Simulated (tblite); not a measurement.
# Run report: C$_{3}$H$_{4}$FNOSi, geometry relaxation

The run: geometry relaxation of C$_{3}$H$_{4}$FNOSi, SMILES Fc1ncoc1[SiH3]. Method and program: GFN2-xTB geometry optimisation, gas phase (tblite 0.8.0).

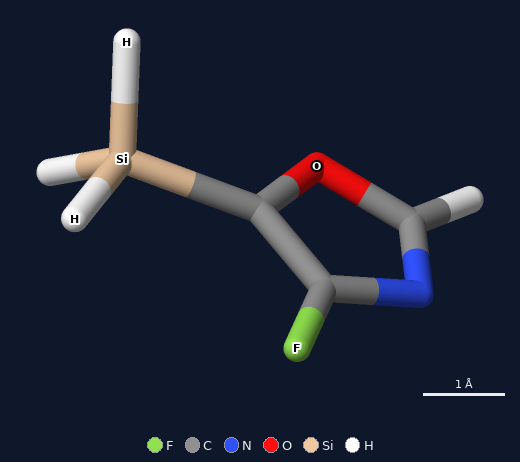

Fig. 1: The input geometry (stick view, seen at a tilt). Bond lengths as drawn: C–C 1.39 Å, C–F 1.33 Å, C–H 1.08 Å, C–N 1.30 to 1.36 Å, C–O 1.37 to 1.39 Å, C–Si 1.84 Å and H–Si 1.48 to 1.49 Å.

### Results in brief

- outcome: converged
- total energy: −596.1854 eV
- hardware: 1 CPU thread, shared host
- peak memory: 0.85 GiB

### Input
```
{"job": {"xc": "GFN2-xTB", "basis": "xTB", "kind": "relax"}, "charge": 0, "multiplicity": 1}
F     -0.356000     2.285700    -0.571200
C     -0.795300     1.070900    -0.237200
N     -2.097700     0.741000    -0.057600
C     -2.057400    -0.516900     0.255400
O     -0.808200    -1.062400     0.330900
C      0.035900    -0.014400    -0.003600
Si     1.853500    -0.269200    -0.052500
H     -2.872600    -1.185000     0.492300
H      2.204700    -1.339400    -1.025700
H      2.350000    -0.681900     1.293800
H      2.548500     0.974300    -0.450600
```

The first line tells a small driver script what to run in tblite; the rest is the geometry in Å.

Run as:
```bash
OMP_NUM_THREADS=1 python <driver script> task.json out
```

### Log
```
step      E/eV     max force
  0    -596.05701    1.942
  1    -596.14924    0.821
  2    -596.16360    0.342
  3    -596.17083    0.271
  4    -596.17542    0.154
  5    -596.17852    0.164
  6    -596.18183    0.140
  7    -596.18338    0.118
  8    -596.18390    0.050
  9    -596.18413    0.052
 10    -596.18439    0.049
 11    -596.18468    0.045
 12    -596.18492    0.042
 13    -596.18509    0.044
 14    -596.18521    0.035
 15    -596.18521    0.035
 16    -596.18525    0.025
 17    -596.18530    0.015
 18    -596.18532    0.011
 19    -596.18533    0.008
 20    -596.18533    0.007
 21    -596.18534    0.008
 22    -596.18535    0.008
 23    -596.18535    0.008
 24    -596.18536    0.008
 25    -596.18536    0.007
 26    -596.18537    0.007
 27    -596.18537    0.006
 28    -596.18537    0.008
 29    -596.18538    0.009
 30    -596.18538    0.005
 31    -596.18539    0.005
 32    -596.18539    0.005
 33    -596.18539    0.007
 34    -596.18539    0.008
 35    -596.18539    0.005
 36    -596.18540    0.005
 37    -596.18540    0.005
 38    -596.18540    0.005
 39    -596.18540    0.003
```

### Trajectory as extended XYZ (Å, eV, eV/Å), 12 frames, from step=0 to step=39
```
11
Properties=species:S:1:pos:R:3:forces:R:3 step=0 energy=-596.05701
F    -0.3560    2.2857   -0.5712   -0.4300  -0.3400   0.0880
C    -0.7953    1.0709   -0.2372    0.8040  -0.5050   0.1830
N    -2.0977    0.7410   -0.0576    0.2430  -0.4710  -0.0230
C    -2.0574   -0.5169    0.2554    0.6690  -0.6400   0.3030
O    -0.8082   -1.0624    0.3309   -0.5680   1.7720  -0.5540
C     0.0359   -0.0144   -0.0036   -1.5950  -0.0600   0.1310
Si    1.8535   -0.2692   -0.0525    1.6620  -0.3320   0.0480
H    -2.8726   -1.1850    0.4923    0.0730   0.3950  -0.1250
H     2.2047   -1.3394   -1.0257   -0.2370   0.2740   0.2520
H     2.3500   -0.6819    1.2938   -0.2830   0.1270  -0.3890
H     2.5485    0.9743   -0.4506   -0.3380  -0.2200   0.0860
11
Properties=species:S:1:pos:R:3:forces:R:3 step=3 energy=-596.17083
F    -0.3740    2.2753   -0.5686   -0.2180  -0.0090   0.0040
C    -0.7857    1.0609   -0.2311    0.1660  -0.0690   0.0270
N    -2.0892    0.7292   -0.0600   -0.0100   0.0530  -0.0230
C    -2.0472   -0.5254    0.2637    0.1000   0.1180  -0.0170
O    -0.8200   -1.0301    0.3184    0.2180  -0.1610   0.0090
C     0.0298   -0.0174   -0.0019    0.0420   0.0110  -0.0040
Si    1.8931   -0.2791   -0.0502    0.0420  -0.0130  -0.0070
H    -2.8716   -1.1699    0.4875   -0.1080   0.0890  -0.0210
H     2.1954   -1.3315   -1.0181   -0.0700  -0.0420  -0.0230
H     2.3395   -0.6782    1.2823   -0.0510  -0.0230   0.0590
H     2.5352    0.9689   -0.4481   -0.1110   0.0470  -0.0020
11
Properties=species:S:1:pos:R:3:forces:R:3 step=7 energy=-596.18338
F    -0.4079    2.2793   -0.5697    0.0610   0.0690  -0.0220
C    -0.7708    1.0545   -0.2278   -0.0420   0.0460  -0.0280
N    -2.0745    0.7268   -0.0608    0.0360  -0.0990   0.0530
C    -2.0330   -0.5254    0.2650    0.0350  -0.0180  -0.0270
O    -0.8030   -1.0384    0.3169   -0.0420   0.0340   0.0120
C     0.0451   -0.0216   -0.0016   -0.0020   0.0140  -0.0070
Si    1.9043   -0.2839   -0.0497   -0.0050  -0.0270   0.0170
H    -2.8795   -1.1455    0.4808    0.0220  -0.0080   0.0000
H     2.1818   -1.3393   -1.0220   -0.0140  -0.0270  -0.0070
H     2.3291   -0.6822    1.2916   -0.0070  -0.0160   0.0130
H     2.5138    0.9787   -0.4487   -0.0420   0.0310  -0.0040
11
Properties=species:S:1:pos:R:3:forces:R:3 step=10 energy=-596.18439
F    -0.4053    2.2837   -0.5712    0.0050  -0.0220   0.0030
C    -0.7712    1.0575   -0.2298    0.0060  -0.0170   0.0110
N    -2.0730    0.7238   -0.0580   -0.0170   0.0340  -0.0180
C    -2.0304   -0.5285    0.2638    0.0080   0.0270   0.0070
O    -0.8015   -1.0377    0.3177    0.0470   0.0060  -0.0140
C     0.0451   -0.0196   -0.0024    0.0050   0.0290  -0.0070
Si    1.9040   -0.2859   -0.0487    0.0020   0.0010  -0.0040
H    -2.8780   -1.1456    0.4805    0.0120  -0.0310   0.0050
H     2.1796   -1.3423   -1.0226   -0.0150  -0.0060   0.0130
H     2.3280   -0.6842    1.2936   -0.0080  -0.0120  -0.0030
H     2.5081    0.9814   -0.4488   -0.0440  -0.0090   0.0080
11
Properties=species:S:1:pos:R:3:forces:R:3 step=14 energy=-596.18521
F    -0.4030    2.2849   -0.5725   -0.0100   0.0130  -0.0030
C    -0.7708    1.0601   -0.2302    0.0050   0.0100  -0.0020
N    -2.0723    0.7246   -0.0582    0.0130  -0.0030  -0.0020
C    -2.0257   -0.5279    0.2643    0.0000   0.0050  -0.0020
O    -0.7944   -1.0342    0.3157   -0.0300  -0.0020   0.0030
C     0.0481   -0.0141   -0.0043   -0.0050  -0.0200   0.0060
Si    1.9041   -0.2886   -0.0479   -0.0100   0.0010   0.0030
H    -2.8712   -1.1498    0.4804    0.0350  -0.0040  -0.0010
H     2.1736   -1.3472   -1.0205   -0.0030  -0.0040   0.0080
H     2.3244   -0.6890    1.2949   -0.0020  -0.0070  -0.0070
H     2.4925    0.9839   -0.4477    0.0060   0.0110  -0.0030
11
Properties=species:S:1:pos:R:3:forces:R:3 step=17 energy=-596.18530
F    -0.4036    2.2857   -0.5727   -0.0060  -0.0050   0.0020
C    -0.7703    1.0603   -0.2302    0.0020   0.0040  -0.0010
N    -2.0717    0.7248   -0.0584   -0.0030   0.0100  -0.0040
C    -2.0257   -0.5276    0.2641   -0.0030   0.0130  -0.0040
O    -0.7957   -1.0345    0.3159    0.0100  -0.0020   0.0010
C     0.0477   -0.0149   -0.0040    0.0050  -0.0020   0.0010
Si    1.9036   -0.2884   -0.0478   -0.0020   0.0060  -0.0040
H    -2.8694   -1.1502    0.4805    0.0010  -0.0140   0.0040
H     2.1734   -1.3474   -1.0200   -0.0030  -0.0030   0.0070
H     2.3243   -0.6895    1.2945   -0.0010  -0.0070  -0.0030
H     2.4928    0.9845   -0.4479   -0.0010  -0.0020   0.0010
11
Properties=species:S:1:pos:R:3:forces:R:3 step=21 energy=-596.18534
F    -0.4042    2.2858   -0.5727    0.0030   0.0050  -0.0010
C    -0.7700    1.0604   -0.2302   -0.0060   0.0050  -0.0010
N    -2.0717    0.7256   -0.0588   -0.0020  -0.0080   0.0010
C    -2.0260   -0.5268    0.2638    0.0040  -0.0040   0.0010
O    -0.7956   -1.0341    0.3159   -0.0010   0.0020   0.0000
C     0.0478   -0.0148   -0.0038   -0.0010   0.0050   0.0000
Si    1.9035   -0.2879   -0.0480    0.0010  -0.0020   0.0020
H    -2.8683   -1.1517    0.4808    0.0030   0.0020  -0.0010
H     2.1729   -1.3479   -1.0189   -0.0020  -0.0040   0.0010
H     2.3242   -0.6906    1.2938    0.0000  -0.0040  -0.0010
H     2.4928    0.9847   -0.4478    0.0010   0.0030  -0.0010
11
Properties=species:S:1:pos:R:3:forces:R:3 step=24 energy=-596.18536
F    -0.4043    2.2865   -0.5728   -0.0060   0.0030  -0.0010
C    -0.7707    1.0611   -0.2305    0.0000   0.0030   0.0000
N    -2.0722    0.7253   -0.0591    0.0000   0.0010  -0.0010
C    -2.0256   -0.5270    0.2637    0.0040  -0.0010   0.0000
O    -0.7951   -1.0332    0.3159    0.0060  -0.0050   0.0020
C     0.0479   -0.0134   -0.0039   -0.0010  -0.0010   0.0010
Si    1.9037   -0.2877   -0.0480   -0.0050   0.0010   0.0000
H    -2.8672   -1.1528    0.4810    0.0010   0.0030  -0.0020
H     2.1721   -1.3490   -1.0177   -0.0020  -0.0020  -0.0020
H     2.3241   -0.6923    1.2931    0.0010  -0.0020   0.0040
H     2.4928    0.9851   -0.4478    0.0010  -0.0010   0.0000
11
Properties=species:S:1:pos:R:3:forces:R:3 step=28 energy=-596.18537
F    -0.4057    2.2875   -0.5731   -0.0040   0.0000   0.0000
C    -0.7711    1.0618   -0.2306    0.0010  -0.0010   0.0000
N    -2.0723    0.7250   -0.0593    0.0010  -0.0020   0.0000
C    -2.0247   -0.5273    0.2636   -0.0020  -0.0010   0.0000
O    -0.7939   -1.0329    0.3161   -0.0040   0.0060  -0.0010
C     0.0480   -0.0125   -0.0038    0.0040   0.0020   0.0000
Si    1.9032   -0.2877   -0.0479    0.0070  -0.0040   0.0020
H    -2.8663   -1.1529    0.4808    0.0000  -0.0010   0.0000
H     2.1712   -1.3498   -1.0172   -0.0030   0.0030   0.0000
H     2.3241   -0.6935    1.2931   -0.0020   0.0020  -0.0020
H     2.4931    0.9849   -0.4476    0.0010  -0.0030   0.0010
11
Properties=species:S:1:pos:R:3:forces:R:3 step=31 energy=-596.18539
F    -0.4077    2.2884   -0.5734    0.0020   0.0010  -0.0010
C    -0.7712    1.0622   -0.2308   -0.0020   0.0020   0.0000
N    -2.0723    0.7247   -0.0595   -0.0020   0.0010   0.0000
C    -2.0241   -0.5274    0.2636   -0.0010   0.0000   0.0000
O    -0.7930   -1.0322    0.3162   -0.0010  -0.0010   0.0000
C     0.0485   -0.0114   -0.0037   -0.0010   0.0000   0.0010
Si    1.9036   -0.2880   -0.0477    0.0010   0.0000   0.0000
H    -2.8656   -1.1532    0.4806    0.0010  -0.0030   0.0000
H     2.1699   -1.3502   -1.0170   -0.0010   0.0000  -0.0030
H     2.3238   -0.6944    1.2931    0.0000   0.0010   0.0030
H     2.4936    0.9842   -0.4474    0.0050   0.0000   0.0000
11
Properties=species:S:1:pos:R:3:forces:R:3 step=35 energy=-596.18539
F    -0.4090    2.2892   -0.5738    0.0010  -0.0030   0.0010
C    -0.7717    1.0628   -0.2309    0.0000  -0.0010   0.0010
N    -2.0727    0.7245   -0.0597    0.0000   0.0000  -0.0010
C    -2.0240   -0.5275    0.2636    0.0010   0.0000   0.0000
O    -0.7926   -1.0316    0.3165    0.0020   0.0010   0.0000
C     0.0487   -0.0104   -0.0034   -0.0010   0.0010   0.0000
Si    1.9039   -0.2883   -0.0475   -0.0050   0.0020   0.0000
H    -2.8649   -1.1543    0.4806    0.0010   0.0010   0.0000
H     2.1688   -1.3505   -1.0177   -0.0010   0.0020   0.0010
H     2.3236   -0.6947    1.2937   -0.0010   0.0010  -0.0020
H     2.4953    0.9835   -0.4472    0.0030  -0.0030   0.0010
11
Properties=species:S:1:pos:R:3:forces:R:3 step=39 energy=-596.18540
F    -0.4097    2.2894   -0.5741    0.0000   0.0010   0.0000
C    -0.7722    1.0632   -0.2309    0.0000   0.0000  -0.0010
N    -2.0730    0.7243   -0.0600    0.0000  -0.0010   0.0000
C    -2.0237   -0.5277    0.2636   -0.0010  -0.0010   0.0000
O    -0.7921   -1.0310    0.3168   -0.0010  -0.0010   0.0000
C     0.0486   -0.0095   -0.0032    0.0000  -0.0010   0.0000
Si    1.9035   -0.2882   -0.0474    0.0030   0.0000   0.0000
H    -2.8641   -1.1550    0.4804   -0.0010   0.0000   0.0000
H     2.1676   -1.3502   -1.0179   -0.0010   0.0010   0.0010
H     2.3232   -0.6949    1.2936   -0.0010   0.0000  -0.0010
H     2.4974    0.9823   -0.4469    0.0010   0.0010   0.0000
```
